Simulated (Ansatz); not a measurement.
Correcting a cheap level on O-containing radicals

The atomisation energy (no zero-point term) in kJ/mol of 6 O-containing radicals: x at MP2/def2-TZVPP, y at CCSD(T)/CBS estimate. Shapes, held fixed at every level: PBE0-D4/def2-TZVP. Flexible molecules stand in one conformer, not always the lowest. Programs: Ansatz 0.2.0.

| molecule | x (kJ/mol) | y (kJ/mol) |
| --- | --- | --- |
| C2H5OS (SMILES [CH2]S(C)=O) | 3077 | 3123 |
| Si2H5O2 (SMILES O[SiH2]O[SiH2]) | 3085 | 3126 |
| Si3H7O (SMILES [SiH3]O[SiH][SiH3]) | 3311 | ? |
| CH7OSi2 (SMILES O[SiH2]C[SiH2]) | 3628 | 3698 |
| C3H7O (SMILES [CH2]COC) | 4071 | 4121 |
| C4H9O (SMILES [CH2]COCC) | 5293 | 5356 |

Question: Fit y = c + s·x to the known rows and predict y for Si3H7O.

Answer: 
1. Means of the 5 rows: x = 3830.80, y = 3884.8.
2. Σ(Δx)² = 3361285, Σ(Δx·Δy) = 3385965, so the slope is 3385965/3361285 = 1.0073.
3. Intercept: 3884.8 − (1.0073) × 3830.80 = 26.0. The largest residual of the fit is 17.
4. Si3H7O: 26.0 + 1.0073 × 3311 = 3361 kJ/mol.

CCSD(T)/CBS estimate gives 3408 kJ/mol, so the prediction is off by -47 kJ/mol, more than the largest residual. Uncorrected, MP2/def2-TZVPP misses it by -97 kJ/mol, and the other rows by 54 on average. The line removes about 50 % of this miss. Left out in turn, the other rows are missed by 11 kJ/mol on average, so the withheld one doesn't follow the line. Open shells run unrestricted. The CBS estimate extrapolates MP2 from def2-TZVPP and def2-QZVPP and adds CCSD(T) − MP2 in the triple-zeta set, cores frozen.

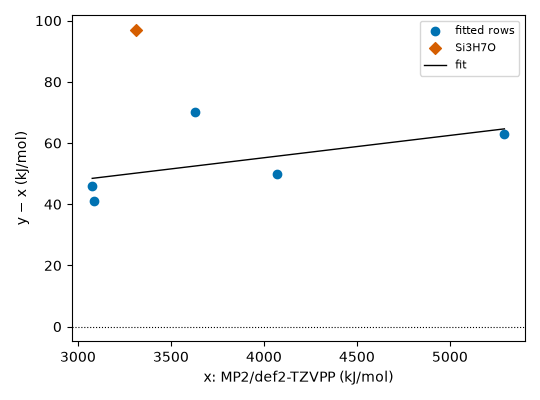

The correction y − x against x, with the fitted line and the withheld molecule.
